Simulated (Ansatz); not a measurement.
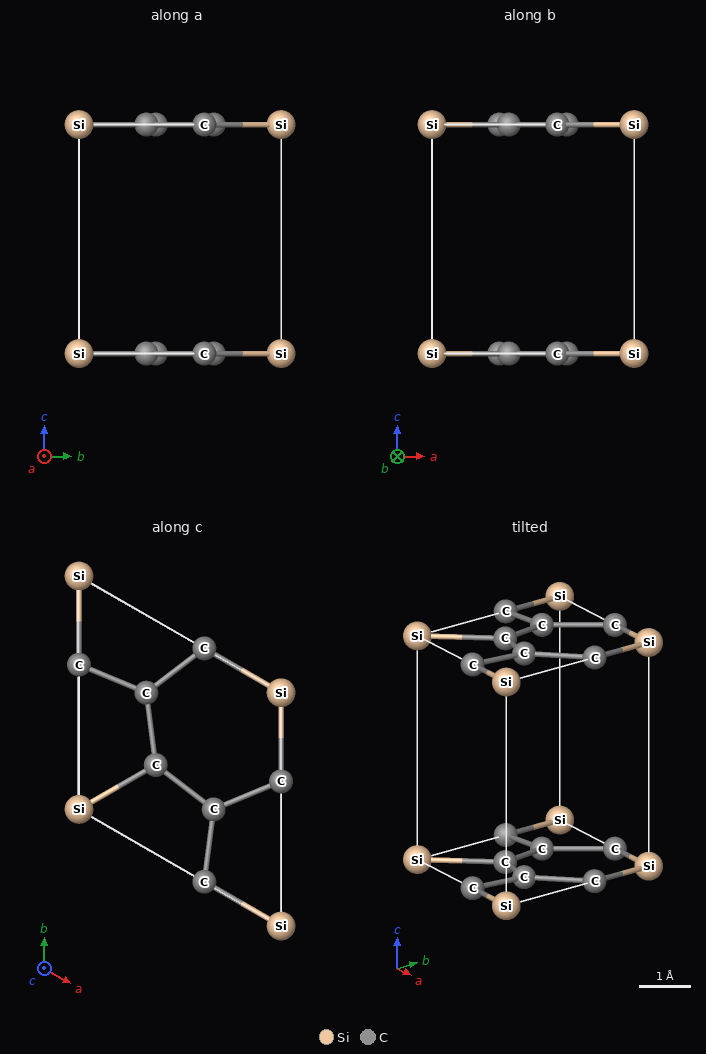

An orthographic ball-and-stick view of the structure, along the a axis, along the b axis, along the c axis and slightly off an axis. The edges of the conventional unit cell are marked.

Lattice parameters: a = 4.650 Å, b = 4.650 Å, c = 4.563 Å, α = 90.00°, β = 90.00°, γ = 120.00°. Put a along x and b in the xy plane.

**Turn the picture into a POSCAR file, with free fractional coordinates to two decimals.**

```
Si C
1.0
     4.650    0.000    0.000
    -2.325    4.027    0.000
     0.000    0.000    4.563
Si C
1 5
Direct
  0.00 0.00 0.00
  0.00 0.62 0.00
  0.62 0.00 0.00
  0.38 0.38 0.00
  0.3333 0.6667 0.00
  0.6667 0.3333 0.00
```

Its origin is a structure type filled with these elements by a generator (whether the compound takes this form wasn't checked). Earlier steps of the study may have refined or changed the cell and positions. A calculation with Ansatz used it as input.
